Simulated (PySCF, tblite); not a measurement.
# Al6Br8H11N7: electronic excitations

What do calculations give for the electronic excitations of Al6Br8H11N7?

Computed with tblite 0.8.0 and PySCF 2.14.0 and routines of our own; the level stands in each step. Atoms count from 0.

### 1 The system as given

32 atoms, charge 0, multiplicity 1; geometry from: force field, distance geometry or constructed start.

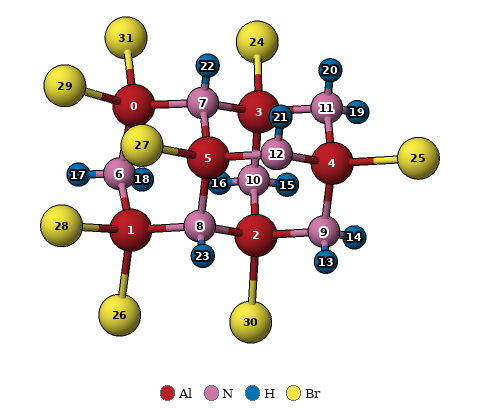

The starting geometry (aluminium red, nitrogen pink, hydrogen blue, bromine yellow); sticks join atoms by distance alone.

### 2 Optimising the geometry with GFN2-xTB

The job: settings as JSON, then the geometry in Å.

```
{"job": {"kind": "relax", "xc": "GFN2-xTB", "basis": "xTB"}, "charge": 0, "multiplicity": 1}
Al    -2.691700    -0.518700    -0.605600
Al    -0.482900    -2.731400    -0.610900
Al     1.732300    -0.503200    -0.601400
Al    -0.464100     1.694200    -0.608600
Al     1.720300     1.682600     1.605600
Al    -0.477300    -0.511800     1.558300
N     -1.703700    -1.739400    -1.652200
N     -1.568900     0.576800     0.452700
N      0.614200    -1.611800     0.450800
N      2.815000     0.580500     0.526900
N      0.686000     0.649500    -1.694800
N      0.616400     2.778400     0.525300
N      0.613700     0.580500     2.675000
H      3.399500    -0.037800     1.124600
H      3.434100     1.174400    -0.068100
H      1.333100     1.298200    -2.195500
H      0.150800     0.115000    -2.389400
H     -2.380900    -2.420500    -2.088500
H     -1.218100    -1.253100    -2.421100
H      1.209800     3.399700    -0.065700
H     -0.001800     3.363900     1.128700
H      0.008700     1.169900     3.274700
H     -2.161000     1.181000     1.074600
H      1.209500    -2.206100     1.066500
Br    -1.763100     3.173300    -1.989900
Br     3.094200     3.061800     3.020800
Br     0.867200    -4.091200    -2.083500
Br    -1.815400    -1.851400     3.050200
Br    -1.726900    -4.249900     0.809500
Br    -4.211900    -1.764300     0.814900
Br     3.211500    -1.800400    -1.992000
Br    -4.058000     0.830600    -2.082700
```

Command:

```
$ OMP_NUM_THREADS=4 python large_run.py task.json out
```

This one command runs all jobs of the session in turn.

Output:

```text
step      E/eV     max force
  0   -1797.91481    3.807
  1   -1799.16447    2.515
  2   -1800.30111    1.322
  3   -1800.47277    0.733
  4   -1800.54790    0.656
  5   -1800.80113    0.522
  6   -1800.85505    0.452
  7   -1800.94263    0.453
  8   -1800.99208    0.451
  9   -1801.03840    0.404
 10   -1801.06688    0.316
 11   -1801.08744    0.222
 12   -1801.10208    0.250
 13   -1801.11764    0.308
 14   -1801.14084    0.397
 15   -1801.16849    0.341
 16   -1801.19301    0.304
 17   -1801.21151    0.256
 18   -1801.22299    0.208
 19   -1801.22908    0.342
 20   -1801.23662    0.158
 21   -1801.24459    0.197
 22   -1801.25312    0.199
 23   -1801.26079    0.209
 24   -1801.26894    0.175
 25   -1801.27598    0.142
 26   -1801.28161    0.131
 27   -1801.28674    0.136
 28   -1801.29312    0.183
 29   -1801.30120    0.221
 30   -1801.31030    0.218
 31   -1801.31801    0.153
 32   -1801.32333    0.126
 33   -1801.32828    0.127
 34   -1801.33393    0.175
 35   -1801.33988    0.200
 36   -1801.34646    0.183
 37   -1801.35390    0.185
 38   -1801.36227    0.215
 39   -1801.37165    0.261
 40   -1801.38157    0.215
 41   -1801.39065    0.195
 42   -1801.40101    0.265
 43   -1801.41274    0.276
 44   -1801.43122    0.252
 45   -1801.44456    0.279
 46   -1801.46382    0.282
 47   -1801.48473    0.396
 48   -1801.51949    0.540
 49   -1801.55598    0.533
 50   -1801.60397    0.697
 51   -1801.64081    0.518
 52   -1801.69763    0.448
 53   -1801.73173    0.363
 54   -1801.77295    0.333
 55   -1801.78743    0.432
 56   -1801.80599    0.355
 57   -1801.82603    0.437
 58   -1801.84481    0.354
 59   -1801.86510    0.257
 60   -1801.87980    0.248
 61   -1801.89529    0.237
 62   -1801.90903    0.241
 63   -1801.92303    0.231
 64   -1801.93587    0.197
 65   -1801.94728    0.277
 66   -1801.95718    0.327
 67   -1801.96729    0.281
 68   -1801.97857    0.170
 69   -1801.98505    0.167
 70   -1801.99099    0.151
 71   -1801.99571    0.131
 72   -1802.00048    0.157
 73   -1802.00540    0.146
 74   -1802.01042    0.141
 75   -1802.01476    0.148
 76   -1802.01789    0.122
 77   -1802.02014    0.114
 78   -1802.02215    0.085
 79   -1802.02430    0.112
 80   -1802.02669    0.126
 81   -1802.02926    0.141
 82   -1802.03161    0.090
 83   -1802.03348    0.179
 84   -1802.03516    0.082
 85   -1802.03716    0.086
 86   -1802.03953    0.127
 87   -1802.04153    0.127
 88   -1802.04375    0.092
 89   -1802.04568    0.084
 90   -1802.04750    0.081
 91   -1802.04889    0.068
 92   -1802.04989    0.058
 93   -1802.05070    0.072
 94   -1802.05158    0.084
 95   -1802.05269    0.086
 96   -1802.05390    0.110
 97   -1802.05498    0.112
 98   -1802.05585    0.086
 99   -1802.05656    0.044
100   -1802.05711    0.036
101   -1802.05747    0.034
102   -1802.05772    0.032
103   -1802.05796    0.028
104   -1802.05825    0.045
105   -1802.05860    0.054
106   -1802.05895    0.045
107   -1802.05926    0.035
108   -1802.05953    0.034
109   -1802.05973    0.027
110   -1802.05986    0.021
111   -1802.05998    0.024
112   -1802.06013    0.030
113   -1802.06032    0.036
114   -1802.06049    0.026
115   -1802.06062    0.023
116   -1802.06073    0.020
117   -1802.06085    0.030
118   -1802.06098    0.029
119   -1802.06109    0.023
120   -1802.06117    0.018
```

Wall time 13 s (4 threads of Arm Neoverse N1, shared host); peak memory 0.16 GiB.

Step by step:

```
step  energy from step 0 (eV)  largest force (eV/Å)
   0                   0.0000                3.8071
   1                  -1.2497                2.5147
   2                  -2.3863                1.3225
   3                  -2.5580                0.7333
   4                  -2.6331                0.6559
   5                  -2.8863                0.5229
   6                  -2.9402                0.4512
   7                  -3.0278                0.4532
   8                  -3.0773                0.4506
  17                  -3.2967                0.2557
  27                  -3.3719                0.1359
  37                  -3.4391                0.1849
  47                  -3.5699                0.3961
  57                  -3.9112                0.4372
  66                  -4.0424                0.3270
  76                  -4.1031                0.1216
  86                  -4.1247                0.1272
  96                  -4.1391                0.1099
 106                  -4.1441                0.0455
 116                  -4.1459                0.0203
 117                  -4.1460                0.0302
 118                  -4.1462                0.0291
 119                  -4.1463                0.0226
 120                  -4.1464                0.0181
```

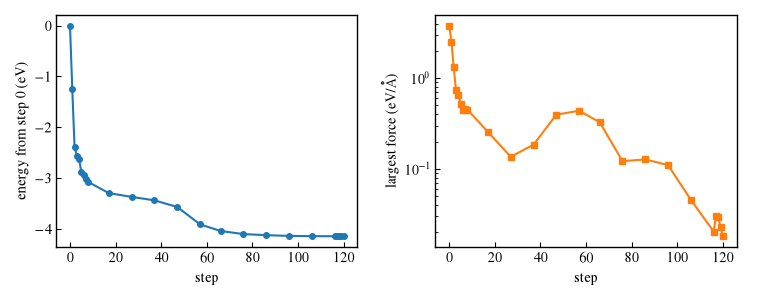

Energy and largest force along the relaxation.

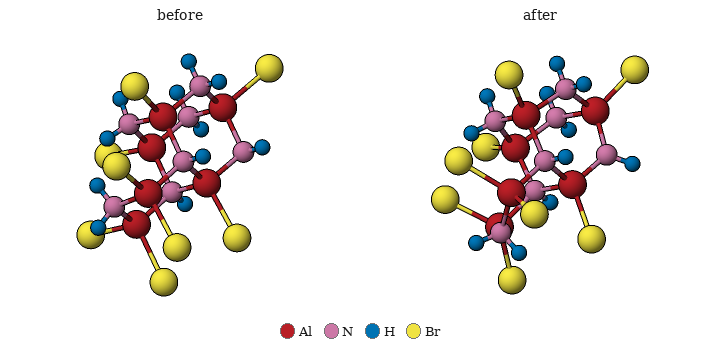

The geometry before (left) and after (right).

Distances of close pairs at the start and the end, largest changes first:

```
    bond  before (Å)  after (Å)  change (Å)
Al0–Br29       2.425      2.253      -0.171
Al1–Br28       2.423      2.254      -0.169
Al4–Br25       2.407      2.255      -0.152
Al2–Br30       2.409      2.261      -0.148
Al5–Br27       2.411      2.267      -0.143
Al3–Br24       2.405      2.262      -0.143
Al0–Br31       2.423      2.283      -0.140
Al1–Br26       2.417      2.282      -0.135
```

The end geometry stands in the next job.

### 3 Electronic excitations: TDA CAM-B3LYP/def2-SVP

The job: settings as JSON, then the geometry in Å.

```
{"job": {"kind": "uv", "basis": "def2-SVP", "grid": 1, "kgrid": 0, "vcut": 1.5, "nstates": 6, "ntriplets": 2, "tda": true, "delta": [], "pop": true, "xc": "CAM-B3LYP"}, "charge": 0, "multiplicity": 1}
Al    -2.844133    -0.413612    -0.765493
Al    -0.398300    -2.855600    -0.733193
Al     1.810745    -0.533282    -0.715286
Al    -0.526124     1.793509    -0.773939
Al     1.640164     1.679770     1.826582
Al    -0.539191    -0.508102     1.517247
N     -2.285280    -2.297559    -0.755633
N     -1.538332     0.581423     0.245544
N      0.567951    -1.530984     0.281503
N      2.687724     0.650811     0.547194
N      0.795602     0.757096    -1.749397
N      0.632749     2.689764     0.501528
N      0.491681     0.530367     2.552342
H      3.268736     0.048201     1.141865
H      3.376651     1.221270     0.044832
H      1.445124     1.399178    -2.220157
H      0.332937     0.267592    -2.529793
H     -2.742182    -2.745587     0.051191
H     -2.716799    -2.739511    -1.579828
H      1.215452     3.366413    -0.003515
H      0.019926     3.286994     1.069022
H      0.385414     0.440744     3.555598
H     -2.081650     1.138998     0.921634
H      1.106661    -2.066256     0.979057
Br    -1.424965     3.593490    -1.806886
Br     2.988251     3.078231     2.971381
Br     0.261139    -2.522933    -2.892268
Br    -1.964876    -1.899026     2.600055
Br    -0.227451    -4.897452     0.206700
Br    -4.905067    -0.219100     0.124870
Br     3.619680    -1.490747    -1.677082
Br    -2.461568     0.214763    -2.926566
```

Level: TDA CAM-B3LYP/def2-SVP, vertical, gas phase, core orbitals frozen in the response, virtual orbitals cut by energy.

Output:

```text
start: PBE on a coarse grid of 147464 points
cycle   1  E = -22430.9713274376  dE = -6.350e+00  |g| = 1.307e+00  |ddm| = 6.808e+00
cycle   2  E = -22429.9025101934  dE =  1.069e+00  |g| = 2.411e+00  |ddm| = 4.262e+00
cycle   3  E = -22431.2857623503  dE = -1.383e+00  |g| = 4.639e-01  |ddm| = 3.339e+00
cycle   4  E = -22431.3431123372  dE = -5.735e-02  |g| = 1.725e-01  |ddm| = 9.647e-01
cycle   5  E = -22431.3494490954  dE = -6.337e-03  |g| = 3.634e-02  |ddm| = 2.269e-01
cycle   6  E = -22431.3496376306  dE = -1.885e-04  |g| = 2.434e-02  |ddm| = 7.910e-02
cycle   7  E = -22431.3497721292  dE = -1.345e-04  |g| = 4.497e-03  |ddm| = 3.950e-02
final grid: 147464 points
cycle   8  E = -22436.6019288426  dE = -1.615e-02  |g| = 1.036e-01  |ddm| = 5.189e-01
cycle   9  E = -22436.6024971661  dE = -5.683e-04  |g| = 9.285e-02  |ddm| = 2.167e-01
cycle  10  E = -22436.6040232356  dE = -1.526e-03  |g| = 1.021e-02  |ddm| = 9.593e-02
cycle  11  E = -22436.6040420347  dE = -1.880e-05  |g| = 6.203e-03  |ddm| = 1.589e-02
cycle  12  E = -22436.6040430299  dE = -9.952e-07  |g| = 6.628e-04  |ddm| = 7.946e-03
cycle  13  E = -22436.6040464806  dE = -3.451e-06  |g| = 2.366e-04  |ddm| = 1.193e-03
cycle  14  E = -22436.6040433837  dE =  3.097e-06  |g| = 6.969e-05  |ddm| = 3.768e-04
converged SCF energy = -22436.6040433837

Static polarisability (au): isotropic 268.410, principal 253.033 267.585 284.612

Singlet excitations
state   eV       nm        f      main configurations
  1   6.2838    197.3   0.06518   H->L 0.77, H->L+2 0.08
  2   7.0388    176.1   0.00720   H-1->L 0.54, H-2->L 0.12
  3   7.1852    172.6   0.08833   H-3->L 0.59, H-4->L 0.11
  4   7.1904    172.4   0.00163   H->L+4 0.42, H->L+6 0.20
  5   7.3395    168.9   0.00054   H-2->L 0.35, H-1->L 0.14, H-1->L+1 0.09
  6   7.4313    166.8   0.11811   H-7->L 0.30, H-4->L 0.26

Triplet excitations (Tamm-Dancoff, eV): 5.9426 6.8464
```

Run time: 8.1 min. Hardware: 4 threads of Arm Neoverse N1, shared host; peak memory 2.9 GiB.

Frontier orbitals and where they lie:

```
orbital     eV                            atoms
 HOMO−4  -9.47  Br27 19 %, Br28 19 %, Br29 18 %
 HOMO−3  -9.39  Br30 18 %, Br24 17 %, Br27 15 %
 HOMO−2  -9.34  Br29 22 %, Br28 20 %, Br27 19 %
 HOMO−1  -9.16  Br26 29 %, Br31 29 %, Br24 10 %
   HOMO  -8.76       N12 69 %, Al4 6 %, Al5 6 %
   LUMO   0.21       H15 10 %, Al4 8 %, Al2 8 %
 LUMO+1   1.21       H15 10 %, Al3 9 %, Al2 8 %
 LUMO+2   1.29      Al2 14 %, Al3 14 %, Al4 7 %
 LUMO+3   1.38      Al3 11 %, Al2 10 %, H20 7 %
```

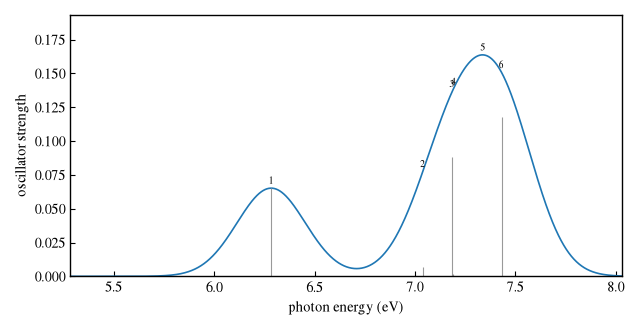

Absorption spectrum from the 6 singlet states computed; above the last one it falls off for lack of states. Lines are broadened to a width of 0.40 eV (Gaussian).

Further results of this job:

```
           property  computed
  dipole moment (D)      4.51
polarisability (Å³)     39.77
 HOMO–LUMO gap (eV)      8.97
      −ε(HOMO) (eV)      8.76
```

### 4 Summary of results

| quantity | value |
| --- | --- |
| lowest singlet (CAM-B3LYP/def2-SVP) | 6.28 eV (197 nm), f = 0.065 |
| brightest single state of those computed | state 6, 7.43 eV, f = 0.118 |
| lowest triplet | 5.94 eV |

What this shows: The first singlet state (HOMO→LUMO 0.77, HOMO→LUMO+2 0.08) lies at 6.28 eV and is bright; of the 6 states computed, the strongest absorption comes from state 6 at 7.43 eV (the last computed, so partners may be missing). The lowest triplet lies 0.34 eV below the lowest singlet. The basis of CAM-B3LYP/def2-SVP has no diffuse functions, so Rydberg states are missing and the high states are unreliable.
